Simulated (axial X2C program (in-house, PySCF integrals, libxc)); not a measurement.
# Linear HAlF at several levels

How do method and spin–orbit coupling move the bonds and stretches of HAlF, held linear?

The runs use an in-house X2C program for linear molecules on PySCF integrals; all-electron X2C, two-component (2c) or spin-free, H dyall-v3z, Al dyall-v3z, F dyall-av3z.

All values are calculated.

2 further runs of the same task are left out: 2 set aside as unsound or not needed.

### 1 Set-up

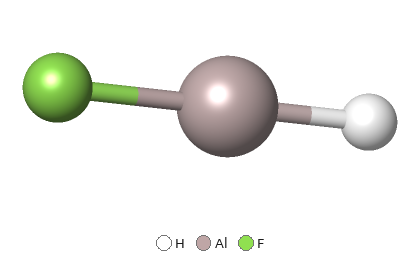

The atoms on one line, bonds 1.580 and 1.900 Å (hydrogen white, aluminium light grey, fluorine green).

The input, task.json:

```json
{
 "zs": [
  1,
  13,
  9
 ],
 "q": 0,
 "bas": [
  "dyall-v3z",
  "dyall-v3z",
  "dyall-av3z"
 ],
 "r0": [
  1.58,
  1.9
 ],
 "symm": 0,
 "scan": [
  "PBE0",
  "HF",
  "PBE"
 ],
 "levels": [
  "PBE0",
  "HF",
  "BHandHLYP"
 ],
 "nst": 2
}
```

Keys: zs atomic numbers; q charge; bas basis sets; r0 starting distance in Å; symm equal bonds; scan levels of the two-bond scan (MP2 follows by itself at each HF point); levels methods; nst determinants followed.

On the command line:

```bash
$ python solin.py task.json out
```

Masses H 1.008, Al 26.982, F 18.998 u.

### 2 Scan at PBE0, 2c

State: Ω = 1/2 (beyond evenly filled blocks: ω = 1/2). Energies above the lowest point, from the job's result record:

```tsv
r(H–Al) (Å)	r(Al–F) (Å)	E (meV)
1.6946	1.6380	25.20
1.6946	1.6800	5.01
1.6946	1.7220	25.11
1.7380	1.6380	19.78
1.7380	1.6800	0.00
1.7380	1.7220	20.64
1.7380	1.7640	72.74
1.7814	1.6380	24.89
1.7814	1.6800	5.55
1.7814	1.7220	26.76
1.8249	1.6800	19.37
1.8249	1.7640	94.64
```

A quadratic surface with cubic terms in each bond gives the minimum at 1.735 and 1.678 Å, force constants 0.915, 3.71 and coupling 0.05 mdyn/Å.

### 3 Scan at HF, 2c

State: Ω = 1/2 (beyond evenly filled blocks: ω = 1/2). Energies above the lowest point, from the job's result record:

```tsv
r(H–Al) (Å)	r(Al–F) (Å)	E (meV)
1.6946	1.6380	6.13
1.6946	1.6800	13.73
1.6946	1.7220	60.69
1.7380	1.6380	0.00
1.7380	1.6800	7.81
1.7380	1.7220	55.16
1.7380	1.7640	132.88
1.7814	1.6380	2.85
1.7814	1.6800	10.90
1.7814	1.7220	58.67
1.8249	1.6800	20.42
1.8249	1.7640	147.58
```

A quadratic surface with cubic terms in each bond gives the minimum at 1.744 and 1.651 Å, force constants 0.742, 4.17 and coupling 0.04 mdyn/Å.

### 4 Scan at PBE, 2c

State: Ω = 1/2 (beyond evenly filled blocks: ω = 1/2). Energies above the lowest point, from the job's result record:

```tsv
r(H–Al) (Å)	r(Al–F) (Å)	E (meV)
1.6946	1.6380	49.55
1.6946	1.6800	7.89
1.6946	1.7220	7.42
1.7380	1.6380	41.34
1.7380	1.6800	0.02
1.7380	1.7220	0.00
1.7380	1.7640	32.30
1.7814	1.6380	43.86
1.7814	1.6800	2.91
1.7814	1.7220	3.36
1.8249	1.6800	14.33
1.8249	1.7640	48.74
```

A quadratic surface with cubic terms in each bond gives the minimum at 1.746 and 1.700 Å, force constants 0.885, 3.36 and coupling 0.04 mdyn/Å.

### 5 Comparison

| level | r(H–Al) (Å) | r(Al–F) (Å) | lower stretch (cm⁻¹) | upper stretch (cm⁻¹) |
| --- | --- | --- | --- | --- |
| PBE0, 2c | 1.735 | 1.678 | 745.2 | 1266.2 |
| HF, 2c | 1.744 | 1.651 | 787.3 | 1142.9 |
| PBE, 2c | 1.746 | 1.700 | 708.5 | 1245.0 |
| MP2, 2c | 1.709 | 1.683 | 748.4 | 1335.4 |
| PBE0, spin-free | 1.735 | 1.678 | 744.9 | 1266.6 |
| HF, spin-free | 1.744 | 1.651 | 787.1 | 1143.3 |
| PBE, spin-free | 1.745 | 1.700 | 708.3 | 1245.4 |
| MP2, spin-free | 1.709 | 1.683 | 748.2 | 1335.7 |

Scans not shown above were run alike.

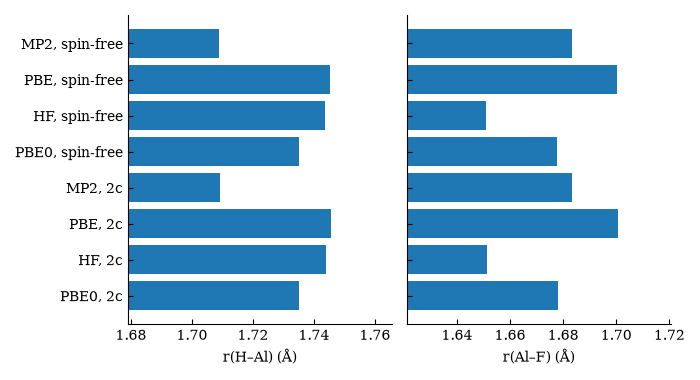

The two bond lengths by level.

In words: Over the levels the H–Al bond spans 1.709 to 1.746 Å and the Al–F bond 1.651 to 1.700 Å. At PBE0 spin–orbit coupling leaves both bonds unchanged to 0.001 Å. Each state is one determinant, the lowest of a limited PBE0 search; the stretches come from a fit to few points and are good to some per cent at best. MP2 freezes inner shells (threshold -2 hartree). The molecule was held linear; bending was not examined, so a bent shape may lie lower.
